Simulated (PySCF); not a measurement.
**One shape, several levels: GeSiH3ClO (SMILES Cl[SiH]1[O][GeH2]1)**

We compute a comparison of 6 runs (HF/3-21G, CAM-B3LYP/6-31G*, M06-L/6-31G*, TPSS/6-31G*, wB97M-V/6-31G*, CCSD(T)/6-31G*) of GeSiH3ClO. 

The calculation is run with PySCF 2.14.0.

3 further runs of the same task are left out: 3 set aside as unsound or not needed.

**1. The molecule**

The species is GeSiH3ClO (7 atoms), meant as a singlet with charge 0. SMILES: `Cl[SiH]1[O][GeH2]1`. Geometry: relaxed at PBE0-D4/def2-TZVP.

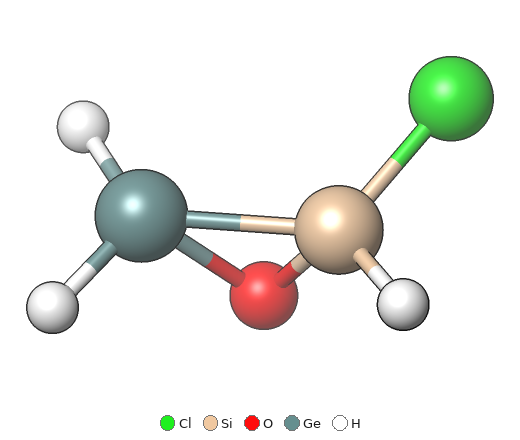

Viewed from a chosen angle; chlorine green, silicon light orange, oxygen red, germanium teal, hydrogen white.

**2. The energy at HF/3-21G (run 1)**

start.xyz reads:

```xyz
7
ClGeH3OSi
Cl     0.946700    -2.488800     0.655700
Si    -0.269300    -1.038200    -0.101800
O      0.399800     0.013200    -1.157400
Ge     0.044800     1.152900     0.326900
H     -1.538000    -1.691900    -0.484400
H     -0.900200     2.274100    -0.128200
H      1.377500     1.710600     0.843500
```

job.py reads:

```python
from pyscf import gto, scf

mol = gto.M(
    atom='start.xyz',
    verbose=3,
    basis='3-21g',
    max_memory=1860,
    charge=0,
)

hf = scf.RHF(mol)
hf.conv_tol = 1e-10
hf.kernel()
if not hf.converged:
    hf = hf.newton().run(hf.mo_coeff, hf.mo_occ)

etot = hf.e_tot
print('Final energy', etot)
```

Command:

```console
$ OMP_NUM_THREADS=1 python job.py
```

What it wrote:

```text
converged SCF energy = -2886.24044381315
Final energy -2886.2404438131452
```

It took 1 s on 1 thread of Intel Xeon at 2.70GHz, shared host; peak memory 0.12 GiB.

**3. A single-point energy at CAM-B3LYP/6-31G(d) (spherical functions) (run 2)**

run.py reads:

```python
# Cl[SiH]1[O][GeH2]1
from pyscf import gto, dft

mol = gto.Mole()
mol.atom = [
    ('Cl', (0.946700, -2.488800, 0.655700)),
    ('Si', (-0.269300, -1.038200, -0.101800)),
    ('O', (0.399800, 0.013200, -1.157400)),
    ('Ge', (0.044800, 1.152900, 0.326900)),
    ('H', (-1.538000, -1.691900, -0.484400)),
    ('H', (-0.900200, 2.274100, -0.128200)),
    ('H', (1.377500, 1.710600, 0.843500)),
]
mol.basis = '6-31g*'
mol.max_memory = 1860
mol.spin = 0
mol.charge = 0
mol.verbose = 3
mol.build()

ks = dft.RKS(mol, xc='cam-b3lyp')
ks.conv_tol = 1e-10
ks.grids.level = 5
ks.kernel()
if not ks.converged:
    ks = ks.newton().run(ks.mo_coeff, ks.mo_occ)

energy = ks.e_tot
print('E(%s) = %.9f' % ('CAM-B3LYP', energy))
```

Command:

```console
$ OMP_NUM_THREADS=1 python run.py
```

What it wrote:

```text
converged SCF energy = -2903.5567598416
E(CAM-B3LYP) = -2903.556759842
```

Run time: 47 s. Hardware: 1 thread of Intel Xeon at 2.70GHz, shared host; peak memory 0.47 GiB.

Runs 3 to 5 aren't shown in full; the table further down has their settings and results.

**4. A single-point energy at CCSD(T)/6-31G(d) (spherical functions) (run 6)**

calc.py reads:

```python
# Cl[SiH]1[O][GeH2]1
from pyscf import gto, cc

mol = gto.Mole()
mol.atom = '''
Cl   0.946700  -2.488800   0.655700
Si  -0.269300  -1.038200  -0.101800
O    0.399800   0.013200  -1.157400
Ge   0.044800   1.152900   0.326900
H   -1.538000  -1.691900  -0.484400
H   -0.900200   2.274100  -0.128200
H    1.377500   1.710600   0.843500
'''
mol.verbose = 4
mol.max_memory = 1860
mol.basis = '6-31g*'
mol.build()

mf = mol.RHF()
mf.conv_tol = 1e-10
mf.kernel()
if not mf.converged:
    mf = mf.newton().run(mf.mo_coeff, mf.mo_occ)

mycc = cc.CCSD(mf, frozen=20)
mycc.kernel()
e_t = mycc.ccsd_t()
energy = mycc.e_tot + e_t
print('Final energy', energy)
```

Command:

```console
$ OMP_NUM_THREADS=1 python calc.py
```

What it wrote:

```text
PySCF version 2.14.0

[... 65 lines left out ...]
converged SCF energy = -2900.12402652896
[... 12 lines left out ...]
Init t2, MP2 energy = -2900.7596311356  E_corr(MP2) -0.635604606640464
[... 14 lines left out ...]
CCSD converged
[... 2 lines left out ...]
Final energy -2900.7966290451636
```

It took 27 s on 1 thread of Intel Xeon at 2.70GHz, shared host; peak memory 0.37 GiB.

**5. Overview of the runs**

```tsv
run	level	integration grid	nlc grid	energy (Eh)	dipole moment (D) of the reference	HOMO energy (eV)	LUMO energy (eV)	wall time
1	HF/3-21G	–	–	-2886.240444	3.88	-9.87	1.39	1 s
2	CAM-B3LYP/6-31G* (spherical functions)	5	–	-2903.556760	2.38	-8.38	-0.28	47 s
3	M06-L/6-31G* (spherical functions)	5	–	-2903.381002	2.38	-6.20	-1.75	41 s
4	TPSS/6-31G* (spherical functions)	5	–	-2903.480556	2.02	-6.17	-1.98	41 s
5	wB97M-V/6-31G* (spherical functions)	5	1	-2903.270454	2.34	-9.18	0.53	2 min
6	CCSD(T)/6-31G* (spherical functions)	–	–	-2900.796629	2.90	-9.72	1.79	27 s
```

**6. Summary of results**

| quantity | value |
| --- | --- |
| run 6: total energy | -2900.79663 Eh |
| run 6: dipole moment (Hartree–Fock density) | 2.90 D |
| run 6: HOMO energy (Hartree–Fock orbitals) | -9.72 eV |
| run 6: LUMO energy (Hartree–Fock orbitals) | 1.79 eV |
| run 6: HOMO–LUMO gap (Hartree–Fock orbitals) | 11.51 eV |
| run 6: correlation energy (20 core orbitals frozen) | -672.6 mEh |
| run 6: (T) correction | -17.87 mEh |
| run 6: T1 diagnostic | 0.014 |

In words: Over runs 1, 2, 3, 4, 5 the dipole moment (its size) runs from 2.02 D (TPSS/6-31G*) to 3.88 D (HF/3-21G). The two ends differ in method and basis. Over runs 1, 2, 3, 4, 5 the HOMO–LUMO gap runs from 4.19 eV (TPSS/6-31G*) to 11.25 eV (HF/3-21G). Totals of different functionals can't be ranked against each other. All runs together took 4.7 min, the longest 2 min.
